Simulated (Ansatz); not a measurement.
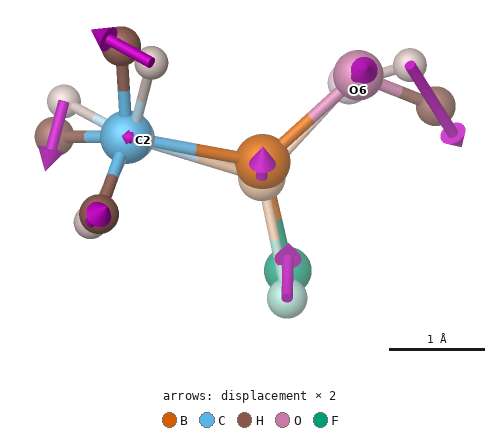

A relaxation of CH$_{4}$BFO. The starting structure is drawn faded, the final one solid; purple arrows show the displacements, 2 times their true length. The two geometries are superimposed by the best rigid fit.

Style: ball-and-stick. Shown at a tilt.

The run prepares the start of a later molecular dynamics calculation, from a guessed geometry.

Method: Ansatz, RKS PBE-D4/6-31G*.

Input file:
```yaml
crystal:
  periodic: [false, false, false]
  atoms:
    - { symbol: B, position_ang: [0.0, 0.0, 0.0] }
    - { symbol: C, position_ang: [0.0, 0.0, 1.6] }
    - { symbol: H, position_ang: [-0.9996, -0.3092, 1.9705] }
    - { symbol: H, position_ang: [0.7676, -0.7111, 1.9705] }
    - { symbol: H, position_ang: [0.232, 1.0203, 1.9705] }
    - { symbol: O, position_ang: [1.2211, 0.0, -0.705] }
    - { symbol: H, position_ang: [1.5209, -0.9519, -0.8599] }
    - { symbol: F, position_ang: [-1.1431, 0.0, -0.66] }
basis:
  gaussian: { orbitals: "6-31G*" }
hamiltonian:
  xc: pbe
  dispersion: d4
relax:
  f_tol: 0.02
  max_steps: 40
```

Command:
```bash
ansatz run input.yaml --threads 1 --pin off --max-ram 2048MiB --backend cpu --events-out ev --progress --plain --runs-dir out
```

**Describe the change and its energy.**

The atom that moves furthest after the best rigid fit is H7 (0.72 Å). By element the largest moves are H 0.72 Å, O 0.70 Å, F 0.43 Å, B 0.22 Å, C 0.06 Å. Among the contacts that change: B1–O6 1.410 → 1.368 Å, B1–F8 1.320 → 1.356 Å, O6–H7 1.010 → 0.979 Å, B1–C2 1.600 → 1.570 Å. Among the angles between lasting bonds that change: H3–C2–H5 109.4° → 106.0°, B1–C2–H4 109.5° → 112.4°. Groups turn about B1–O6 by about 90°, B1–C2 by about 40°. Over 14 geometry steps the energy falls by 0.638 eV. The largest force component goes from 1.6 to 0.0036 eV/Å. The run took 31 s on 1 thread of Arm Neoverse V1 (shared host), peak memory 0.15 GiB.
